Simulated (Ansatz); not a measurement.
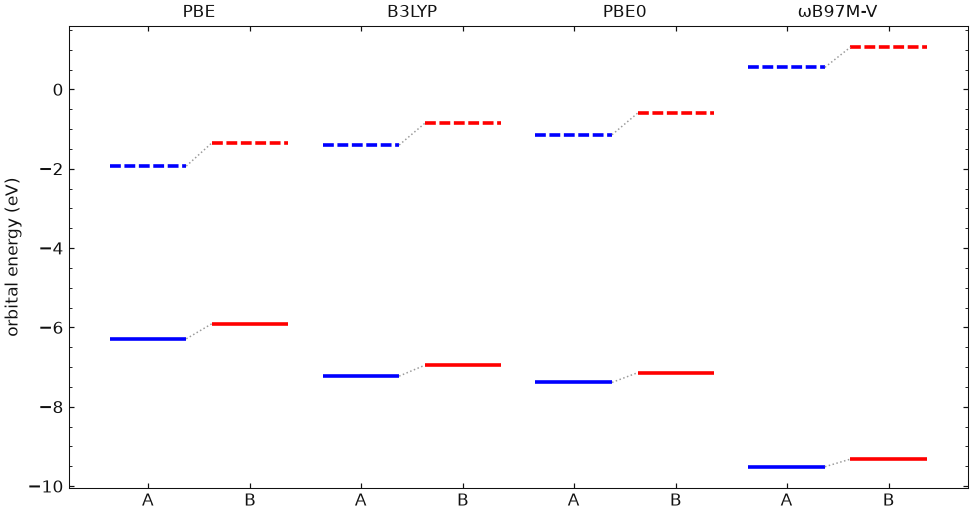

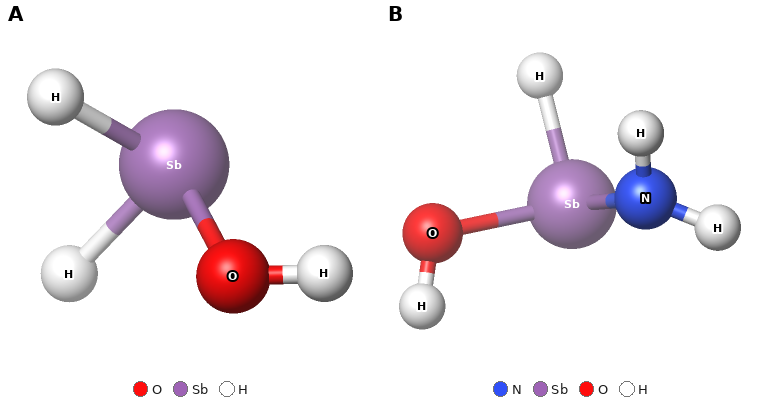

One change: A, SbH₃O (SMILES [OH][SbH2]), becomes B, SbNH₄O (SMILES [NH2][SbH][OH]). H on Sb is replaced by NH₂. HOMO (solid) and LUMO (dashed) computed in def2-TZVPP at PBE0-D4/def2-TZVP geometries, both minima by their frequencies, gas phase, the Ansatz code. Empty levels above zero depend strongly on the basis.

Q: What does the change do to HOMO and LUMO?

A: PBE: the HOMO rises by 0.38 eV, the LUMO rises by 0.58 eV, and the separation goes from 4.35 to 4.56 eV. B3LYP: the HOMO rises by 0.27 eV, the LUMO rises by 0.55 eV, and the separation goes from 5.82 to 6.10 eV. PBE0: the HOMO rises by 0.24 eV, the LUMO rises by 0.54 eV, and the separation goes from 6.24 to 6.54 eV. ωB97M-V: the HOMO rises by 0.19 eV, the LUMO rises by 0.51 eV, and the separation goes from 10.07 to 10.38 eV.

Q: Do the functionals agree on the effect?

A: They agree on the direction for both levels; the HOMO shift lies between 0.19 and 0.38 eV and the LUMO shift between 0.51 and 0.58 eV, while the separations themselves differ by up to 5.8 eV between functionals.

Note: core potentials past krypton; spin-orbit coupling is left out, and with Sb it can shift these values.
